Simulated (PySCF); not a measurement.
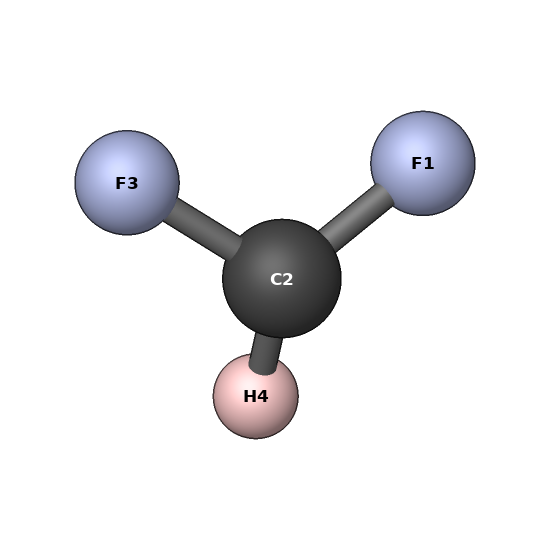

The questions are on Mulliken spin populations. Charge 0, doublet. The computed structure is the end point of a PBE0-D3(BJ)/def2-SVP optimisation. No frequency run is at hand to confirm it as a minimum. Level of theory: UKS B3LYP, IGLO-III on C F, pcH-1 on H, non-relativistic (PySCF 2.14.0).

Give the Mulliken spin populations atom by atom.

```csv
atom,value (e)
F1,0.04
C2,0.92
F3,0.04
H4,0.00
```

Mulliken values depend strongly on the basis set.
